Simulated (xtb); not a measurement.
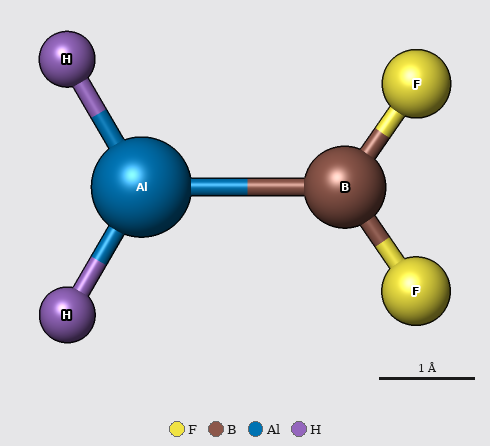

Fig. 1: The structure as given in the input (ball-and-stick view, seen on its broad side). Sticks mark near contacts. Bond lengths as drawn: Al–B 2.14 Å, Al–H 1.56 Å and B–F 1.33 Å.

# Energy and gradient calculation, with input and output: AlBH2F2

- system: AlBH2F2
- method: GFN1-xTB (xtb 6.7.1 later snapshot)

The geometry comes from this level: GFN2-xTB.

## Output
```
* xtb version 6.7.1
   ID    Z sym.   atoms
    1    9 f      1, 3
    2    5 b      2
    3   13 al     4
    4    1 h      5, 6

           -------------------------------------------------
          |                Calculation Setup                |
           -------------------------------------------------

          program call               : xtb struc.tmol --input xcontrol --gfn1 --grad
          coordinate file            : struc.tmol
          omp threads                :                     1

########################################################################
[WARNING] Please study the warnings concerning your input carefully
-1- prog_main_parseArguments: The use of '--gfn1' is discouraged, please use '--gfn 1' next time
########################################################################

           -------------------------------------------------
          |                 G F N 1 - x T B                 |
           -------------------------------------------------

      * Hamiltonian:
        H0-scaling (s, p, d)           1.850000    2.250000    2.000000
        zeta-weighting                 0.000000
      * Dispersion:
        s8                             2.400000
        a1                             0.630000
        a2                             5.000000
        s9                             0.000000
      * Repulsion:
        kExp                           1.500000
        rExp                           1.000000
      * Coulomb:
        alpha                          2.000000
        third order                    atomic
        anisotropic                    false
      * Halogen bond correction:
        rad-scale                      1.300000
        damping                        0.440000

          ...................................................
          :                      SETUP                      :
          :.................................................:
          :  # basis functions                  26          :
          :  # atomic orbitals                  25          :
          :  # shells                           13          :
          :  # electrons                        22          :
          :  # halogen bonds                     0          :
          :  max. iterations                   250          :
          :  Hamiltonian                  GFN1-xTB          :
          :  restarted?                      false          :
          :  GBSA solvation                  false          :
          :  PC potential                    false          :
          :  electronic temp.         1000.0000000     K    :
          :  accuracy                    1.0000000          :
          :  -> integral cutoff          0.2500000E+02      :
          :  -> integral neglect         0.1000000E-07      :
          :  -> SCF convergence          0.1000000E-05 Eh   :
          :  -> wf. convergence          0.2000000E-04 e    :
          :  Broyden damping             0.4000000          :
          :  net charge                          0          :
          :  unpaired electrons                  0          :
          ...................................................

 iter      E             dE          RMSdq      gap      omega  full diag
   1    -14.0563409 -0.140563E+02  0.656E+00    5.15       0.0  T
   2    -14.1635215 -0.107181E+00  0.341E+00    4.46       1.0  T
   3    -14.1645669 -0.104542E-02  0.139E+00    4.34       1.0  T
   4    -14.1646151 -0.481619E-04  0.147E-01    4.37       1.0  T
   5    -14.1646637 -0.485798E-04  0.506E-02    4.35       1.0  T
   6    -14.1646814 -0.177371E-04  0.184E-03    4.37      22.2  T
   7    -14.1646814 -0.181008E-07  0.532E-04    4.37      76.7  T
   8    -14.1646814 -0.162458E-08  0.172E-04    4.37     237.8  T
   9    -14.1646814 -0.179616E-09  0.441E-07    4.36   92556.9  T

   *** convergence criteria satisfied after 9 iterations ***

         #    Occupation            Energy/Eh            Energy/eV
      -------------------------------------------------------------
         1        2.0000           -0.8615779             -23.4447
       ...           ...                  ...                  ...
         5        2.0000           -0.5779979             -15.7281
         6        2.0000           -0.5742079             -15.6250
         7        2.0000           -0.5471551             -14.8888
         8        2.0000           -0.5393615             -14.6768
         9        2.0000           -0.5349496             -14.5567
        10        2.0000           -0.4639412             -12.6245
        11        2.0000           -0.4304330             -11.7127 (HOMO)
        12                         -0.2700225              -7.3477 (LUMO)
        13                         -0.2097379              -5.7073
        14                         -0.1354903              -3.6869
        15                         -0.0940278              -2.5586
        16                         -0.0859090              -2.3377
       ...                                ...                  ...
        25                          1.0370560              28.2197
      -------------------------------------------------------------
                  HL-Gap            0.1604105 Eh            4.3650 eV
             Fermi-level           -0.3502281 Eh           -9.5302 eV

 SCC (total)                   0 d,  0 h,  0 min,  0.004 sec
 SCC setup                      ...        0 min,  0.000 sec (  1.683%)
 Dispersion                     ...        0 min,  0.000 sec (  0.683%)
 classical contributions        ...        0 min,  0.000 sec (  0.130%)
 integral evaluation            ...        0 min,  0.001 sec ( 24.648%)
 iterations                     ...        0 min,  0.001 sec ( 35.374%)
 molecular gradient             ...        0 min,  0.001 sec ( 35.249%)
 printout                       ...        0 min,  0.000 sec (  1.897%)

         :::::::::::::::::::::::::::::::::::::::::::::::::::::
         ::                     SUMMARY                     ::
         :::::::::::::::::::::::::::::::::::::::::::::::::::::
         :: total energy             -14.117320041320 Eh    ::
         :: gradient norm              0.051466641366 Eh/a0 ::
         :: HOMO-LUMO gap              4.364991352987 eV    ::
         ::.................................................::
         :: SCC energy               -14.164681425993 Eh    ::
         :: -> electrostatic           0.038630346494 Eh    ::
         :: repulsion energy           0.048430825294 Eh    ::
         :: dispersion energy         -0.001069440622 Eh    ::
         :: halogen bond corr.         0.000000000000 Eh    ::
         :: add. restraining           0.000000000000 Eh    ::
         :: total charge              -0.000000000000 e     ::
         :::::::::::::::::::::::::::::::::::::::::::::::::::::

           -------------------------------------------------
          |                Property Printout                |
           -------------------------------------------------

    * Orbital Energies and Occupations

         #    Occupation            Energy/Eh            Energy/eV
      -------------------------------------------------------------
         1        2.0000           -0.8615779             -23.4447
         2        2.0000           -0.8553370             -23.2749
         3        2.0000           -0.6189108             -16.8414
         4        2.0000           -0.5802560             -15.7896
         5        2.0000           -0.5779979             -15.7281
         6        2.0000           -0.5742079             -15.6250
         7        2.0000           -0.5471551             -14.8888
         8        2.0000           -0.5393615             -14.6768
         9        2.0000           -0.5349496             -14.5567
        10        2.0000           -0.4639412             -12.6245
        11        2.0000           -0.4304330             -11.7127 (HOMO)
        12                         -0.2700225              -7.3477 (LUMO)
        13                         -0.2097379              -5.7073
        14                         -0.1354903              -3.6869
        15                         -0.0940278              -2.5586
        16                         -0.0859090              -2.3377
        17                         -0.0676722              -1.8415
        18                         -0.0599673              -1.6318
        19                         -0.0510547              -1.3893
        20                          0.0058191               0.1583
        21                          0.1546560               4.2084
        22                          0.2415375               6.5726
       ...                                ...                  ...
        25                          1.0370560              28.2197
      -------------------------------------------------------------
                  HL-Gap            0.1604105 Eh            4.3650 eV
             Fermi-level           -0.3502281 Eh           -9.5302 eV

  Mulliken/CM5 charges         n(s)   n(p)   n(d)
     1     -0.28041 -0.22692   1.793  5.488  0.000
     2      0.49333  0.35960   0.998  1.508  0.000
     3     -0.28052 -0.22705   1.793  5.488  0.000
     4      0.34671  0.21433   1.369  1.132  0.153
     5     -0.13958 -0.05999   1.140  0.000  0.000
     6     -0.13953 -0.05998   1.140  0.000  0.000

Wiberg/Mayer (AO) data.
largest (>0.10) Wiberg bond orders for each atom

 ---------------------------------------------------------------------------
     #   Z sym  total        # sym  WBO       # sym  WBO       # sym  WBO
 ---------------------------------------------------------------------------
     1   9      1.177 --     2      1.017
     2   5      2.963 --     1      1.017     3      1.016     4      0.807
     3   9      1.177 --     2      1.016
     4  13      2.688 --     6      0.852     5      0.852     2      0.807
     5   1      0.979 --     4      0.852
     6   1      0.979 --     4      0.852
 ---------------------------------------------------------------------------

Topologies differ in total number of bonds
Writing topology from bond orders to xtbtopo.mol

 dipole moment from electron density (au)
     X       Y       Z
  -0.1094   0.4282  -0.1414  total (Debye):    1.179

           -------------------------------------------------
          | TOTAL ENERGY              -14.117320041320 Eh   |
          | GRADIENT NORM               0.051466641366 Eh/α |
          | HOMO-LUMO GAP               4.364991352987 eV   |
           -------------------------------------------------

------------------------------------------------------------------------
------------------------------------------------------------------------
 total:
 *  cpu-time:     0 d,  0 h,  0 min,  0.008 sec
 * ratio c/w:     1.000 speedup
 SCF:
 *  cpu-time:     0 d,  0 h,  0 min,  0.004 sec
 * ratio c/w:     1.000 speedup
```

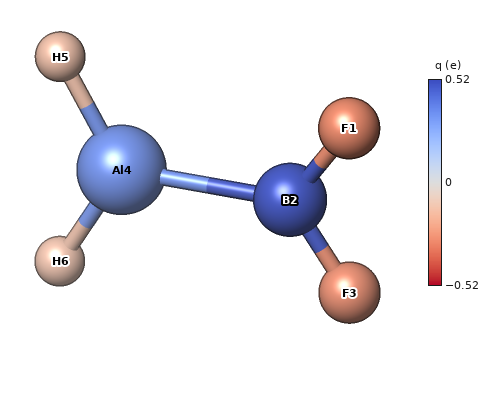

Fig. 2: Mulliken charges, as the colour of each atom (ball-and-stick view, seen at a tilt; atoms are numbered from 1 in the order of the input). By element: F −0.28, B +0.49, Al +0.35 and H −0.14 e.

This output came from the following input.

## Input file (struc.tmol)
```
$coord
      2.645181937467     -3.047277862265      0.069655304954  f
      0.498226292758     -1.879464911769      0.624025360874  b
     -0.968144488168     -3.332607609823      2.045515146340  f
     -0.484450189309      1.845884478534     -0.611931113676  al
      1.357333583535      3.372140680350     -2.324419825073  h
     -3.048128239021      3.041325224973      0.197136229321  h
$end
```

## File xcontrol
```
$scc
   temp=1000
$end
```

Run as:
```bash
xtb struc.tmol --input xcontrol --gfn1 --grad | tee run.log
```

## Summary

| quantity | value |
| --- | --- |
| outcome | converged |
| electrons treated | 22 |
| total energy | −14.117320 hartree |
| dispersion energy | −0.001069 hartree |
| basis functions | 26 |
| largest force | 1.970 eV/Å |
| HOMO | −11.71 eV |
| LUMO | −7.35 eV |
| dipole moment | 1.18 D |
| hardware | 1 thread of Arm Neoverse V1, 24 GiB of memory available, shared host |
| peak memory | 0.077 GiB |

## Remarks

Settings chosen away from the usual ones: method = gfn1-xtb; task = gradient; x = {"etemp": 1000}.
